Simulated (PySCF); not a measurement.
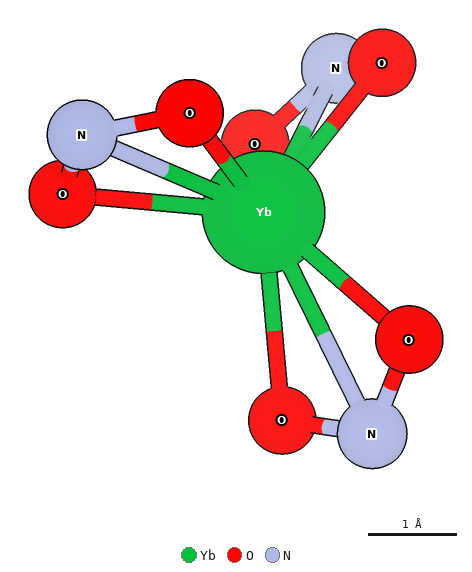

Starting structure of YbN₃O₆. A ball-and-stick model, seen from a free direction.

Computed with PySCF, RKS r2SCAN, Yb lcecp-1-SVP with ECP59, O def2-SVP, N def2-SVP; non-relativistic Hamiltonian with scalar-relativistic core potentials; density fitting.

The input:
```
mol = gto.M(atom='''
Yb    -0.00000     0.00000     0.00000
O      2.15040    -0.00002     1.06000
O      2.15040    -0.00002    -1.06000
N      2.84042    -0.00002     0.00000
O     -1.07519     1.86231     1.06000
O     -1.07519     1.86231    -1.06000
N     -1.42019     2.45989    -0.00000
O     -1.07521    -1.86229     1.06000
O     -1.07521    -1.86229    -1.06000
N     -1.42023    -2.45987     0.00000''',
    basis={'Yb': 'lcecp-1-SVP', 'O': 'def2-SVP', 'N': 'def2-SVP'},
    ecp={'Yb': 'lcecp-1-SVP'},
    charge=0, spin=0)
mf = dft.RKS(mol, xc='R2SCAN')
mf.grids.atom_grid = (50, 194)  # f atoms: at least (60, 302), unpruned
mf = mf.density_fit()  # Yb AutoAux, O def2-universal-JKFIT, N def2-universal-JKFIT
mf.conv_tol = 1e-08; mf.max_cycle = 55
mf.kernel(dm0)
# quasi-Newton relaxation in Cartesian coordinates to a largest gradient under 0.00045 Eh/bohr, steps kept in the point group
```

Command:
```bash
OMP_NUM_THREADS=4 python run.py
```

### Where does the relaxation end?

Over 5 geometry steps the energy falls by 0.243 eV. The largest force component goes from 0.79 to 0.0024 eV/Å. The largest moves after the best rigid fit, 0.12 Å, are those of O2, O3, O5, O6, O8 and O9. By element the largest moves are O 0.12 Å, N 0.10 Å. Yb stays in place. Near-neighbour distances that change, for instance: Yb1–O2 2.397 → 2.289 Å, Yb1–N10 2.840 → 2.743 Å.

Final geometry:

```xyz
10

Yb    0.0000    0.0000    0.0000
O     2.0343    0.0000    1.0500
O     2.0343    0.0000   -1.0500
N     2.7432    0.0000    0.0000
O    -1.0171    1.7617    1.0500
O    -1.0171    1.7617   -1.0500
N    -1.3716    2.3757    0.0000
O    -1.0172   -1.7617    1.0500
O    -1.0172   -1.7617   -1.0500
N    -1.3716   -2.3757    0.0000
```

The end point in the same view:

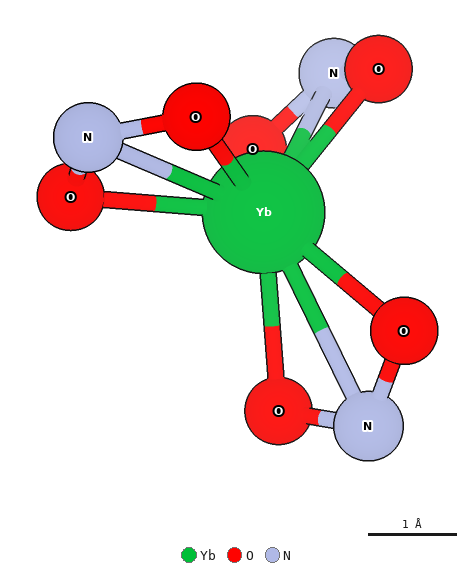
